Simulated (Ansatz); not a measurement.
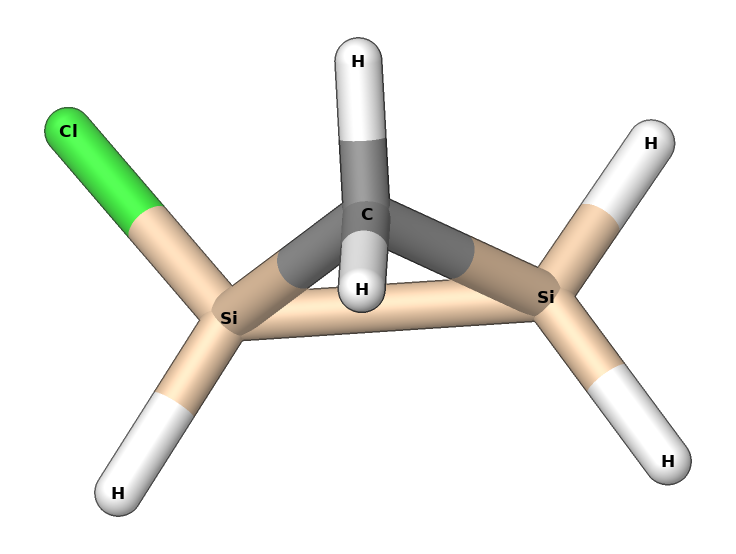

A stick model of a molecule. Every bond is drawn as one stick, whatever its order.

The geometry was computed by an optimisation with PBE0-D4/def2-TZVP.

What does the picture show?

It has 9 atoms: 1 carbon, 5 hydrogen, 1 chlorine and 2 silicon (CH5ClSi2). SMILES: `Cl[Si@@H]1C[SiH2]1`. Independent rings (smallest set): 1 of 3 members. Among its groups: Si–H bond. This geometry has C1 symmetry.

More results for the same structure follow; atom numbers are the same in all pictures, views and colours differ.

### Geometry

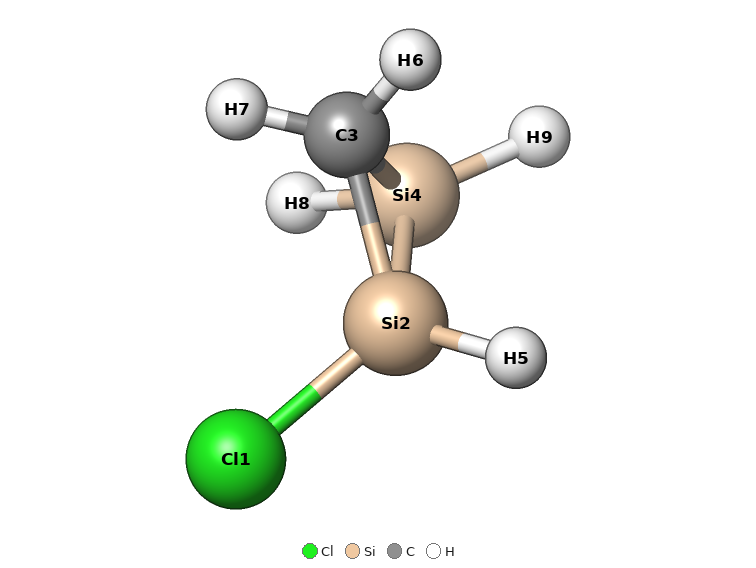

Numbered structure.

Which atoms are bonded, and how long are the bonds?

```csv
bond,length (Å),order
Cl1–Si2,2.051,single
Si2–C3,1.877,single
Si2–Si4,2.242,single
Si2–H5,1.479,single
C3–Si4,1.912,single
C3–H6,1.089,single
C3–H7,1.089,single
Si4–H8,1.481,single
Si4–H9,1.482,single
```

### Electronic properties

Method: RKS HSE06 (plane-wave form)-D4/def2-TZVPP (Ansatz 0.2.0).

> Give the HOMO energy (Kohn–Sham orbital) at this level.

−6.45 eV.

> Give the LUMO energy (Kohn–Sham orbital) at this level.

−1.02 eV.

> What is the dispersion correction?

−18.0 kJ/mol.

### Charges

The questions are on Mulliken charges. Method: RKS PBE-D4/def2-TZVPP (Ansatz 0.2.0).

> Which atom carries the highest charge (most positive or least negative)?

Si2 (0.30 e).

> And the lowest?

C3 (−0.29 e).

Give the Mulliken charges atom by atom.

```tsv
atom	value (e)
Cl1	−0.21
Si2	0.30
C3	−0.29
Si4	0.11
H5	−0.05
H6	0.11
H7	0.11
H8	−0.03
H9	−0.04
```

### Dipole moment

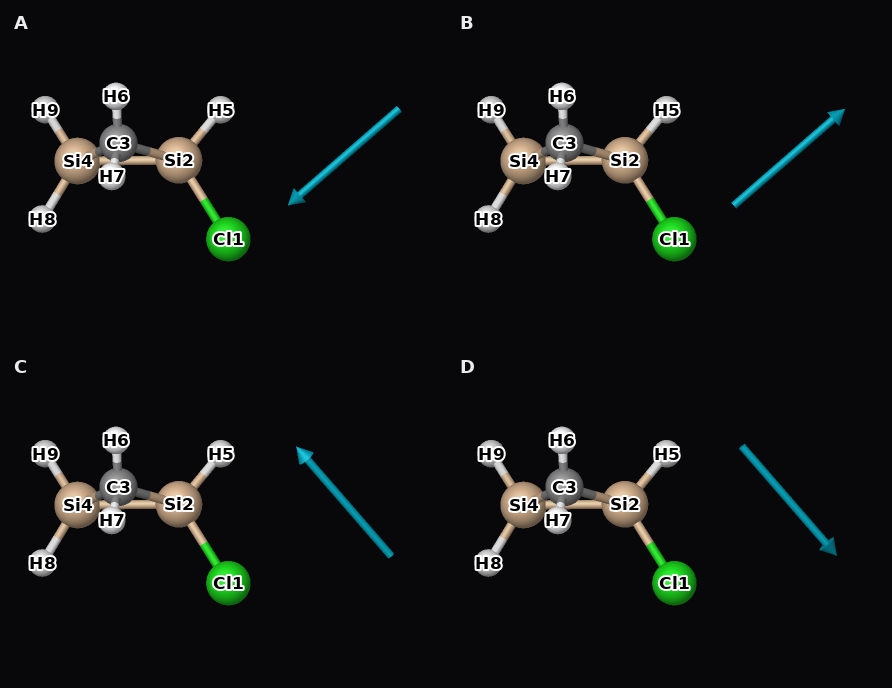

The same molecule four times, each with an arrow. Level of theory: RKS PBE0-D4/def2-TZVP (Ansatz 0.2.0).

> Which arrow points along the dipole moment, from the negative to the positive end?

C. The dipole moment is 1.44 D; it points from the side of Cl1 to the side of H9 (the outermost atoms at the two ends).

Mulliken values depend strongly on the basis set and can even reverse the polarity of a bond.
